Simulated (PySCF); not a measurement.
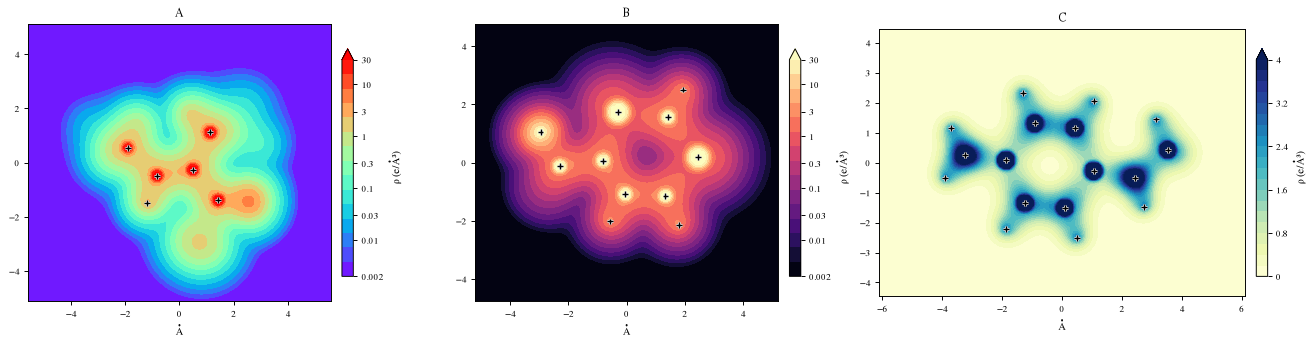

The total electron density of 3 systems, each on a plane through atoms (crosses mark nuclei in the plane).

These are results of PBE0/pcSseg-1, SCF density, gas phase, non-relativistic in PySCF 2.14.0, not measurements.

System 1: C$_{5}$H$_{3}$F$_{3}$P$_{2}$, the plane of atoms C5, P10 and C9. Geometry: GFN2-xTB.

```xyz
13

F     2.7139   -0.0745   -0.6211
C     1.9151   -0.5597    0.3490
F     2.1909   -1.8698    0.4454
F     2.3465    0.0058    1.4928
C     0.4645   -0.3039    0.0873
C     0.0840    1.0274   -0.0090
C    -1.1901    1.4945   -0.2416
P    -2.6409    0.5660   -0.4752
C    -2.0761   -1.0631   -0.3461
P    -0.5131   -1.7409   -0.0570
H     0.8732    1.7616    0.1132
H    -1.3180    2.5688   -0.2869
H    -2.8543   -1.8118   -0.4687
```

System 2: C$_{8}$H$_{13}$ClO (SMILES CC/C=C(/C(=O)Cl)C(C)C), the plane of atoms C5, C4 and C8. Geometry: GFN2-xTB.

```yaml
atoms:
  - { symbol: C, position_ang: [2.8649, -0.4993, 0.5974] }
  - { symbol: C, position_ang: [2.0689, 0.1669, -0.5295] }
  - { symbol: C, position_ang: [1.0030, 1.0310, 0.0527] }
  - { symbol: C, position_ang: [-0.2961, 0.7365, 0.1899] }
  - { symbol: C, position_ang: [-1.2255, 1.7279, 0.7310] }
  - { symbol: O, position_ang: [-2.3896, 1.8437, 0.5215] }
  - { symbol: Cl, position_ang: [-0.4704, 2.8859, 1.8678] }
  - { symbol: C, position_ang: [-0.9333, -0.5591, -0.2739] }
  - { symbol: C, position_ang: [-1.6695, -0.3450, -1.5985] }
  - { symbol: C, position_ang: [-1.8756, -1.1341, 0.7849] }
  - { symbol: H, position_ang: [2.2175, -1.1469, 1.1835] }
  - { symbol: H, position_ang: [3.6750, -1.0946, 0.1840] }
  - { symbol: H, position_ang: [3.2889, 0.2514, 1.2593] }
  - { symbol: H, position_ang: [2.7439, 0.7912, -1.1184] }
  - { symbol: H, position_ang: [1.6548, -0.5980, -1.1853] }
  - { symbol: H, position_ang: [1.3545, 1.9875, 0.4164] }
  - { symbol: H, position_ang: [-0.1329, -1.2864, -0.4332] }
  - { symbol: H, position_ang: [-2.4757, 0.3713, -1.4698] }
  - { symbol: H, position_ang: [-0.9872, 0.0301, -2.3585] }
  - { symbol: H, position_ang: [-2.0935, -1.2853, -1.9434] }
  - { symbol: H, position_ang: [-1.3644, -1.2326, 1.7406] }
  - { symbol: H, position_ang: [-2.2177, -2.1184, 0.4735] }
  - { symbol: H, position_ang: [-2.7449, -0.4967, 0.9181] }
```

System 3: C$_{5}$H$_{10}$B$_{2}$N$_{2}$ (SMILES CNB1C=CB(N)C=C1), the plane of atoms B3, C9 and H19. Geometry: GFN2-xTB.

```xyz
19

C    -3.1789    0.7743    0.0390
N    -2.1677   -0.0568   -0.5654
B    -0.7923   -0.0844   -0.3553
C     0.0629   -1.1093   -1.1682
C     1.3886   -1.2022   -0.9945
B     2.1180   -0.2816    0.0311
N     3.4900   -0.3864    0.2340
C     1.2710    0.7582    0.8279
C    -0.0555    0.8508    0.6546
H    -3.9202    0.1661    0.5674
H    -3.7014    1.3660   -0.7194
H    -2.7197    1.4545    0.7508
H    -2.5645   -0.7004   -1.2368
H    -0.4233   -1.7654   -1.8901
H     1.9531   -1.9292   -1.5767
H     4.0002    0.1861    0.8857
H     4.0757   -1.0433   -0.2540
H     1.7577    1.4222    1.5411
H    -0.6032    1.5901    1.2365
```

Question: Which map belongs to which system?

Answer: Panel A is system 2, C$_{8}$H$_{13}$ClO: the plane holds C and H. C–C (1.34 Å): the density is about 2.2 e/Å³ at the midpoint. Panel B is system 1, C$_{5}$H$_{3}$F$_{3}$P$_{2}$: the plane holds C, F, P and H. C–F (1.34 Å): the density is about 2.4 e/Å³ at the midpoint. Panel C is system 3, C$_{5}$H$_{10}$B$_{2}$N$_{2}$: the plane holds C, N, B and H. C–C (1.34 Å): the density is about 2.3 e/Å³ at the midpoint.
